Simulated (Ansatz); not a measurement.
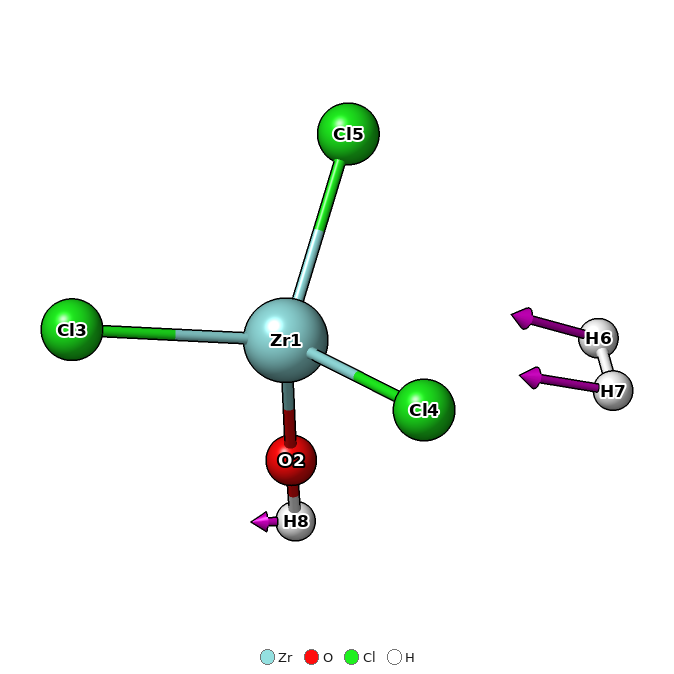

The arrows show one normal mode. The species is neutral and a spin singlet. Harmonic vibrations computed with RKS PBE0-D4/def2-TZVP, core potentials on Zr (Ansatz 0.2.0) at a stationary point of the same level.

**Estimate its harmonic wavenumber.**

122 cm⁻¹; it is mode 7 of 18 counted from the lowest.
